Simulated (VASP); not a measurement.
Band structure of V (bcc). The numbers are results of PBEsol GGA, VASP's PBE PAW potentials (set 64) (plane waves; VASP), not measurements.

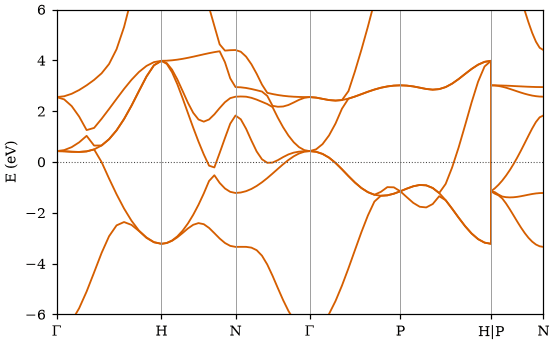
Bands along high-symmetry lines, zero at the valence-band maximum or, without a gap, the Fermi level

Problem. Read the plot: is there a gap, and where are the band edges?

Solution. It has no gap at this level: it comes out as a metal or semimetal. (Edges off the drawn lines would not show.)

The compound is V in the bcc structure. It was relaxed first, which changed the volume by -8 %. The run is not spin-polarised, so no magnetic state was tried.
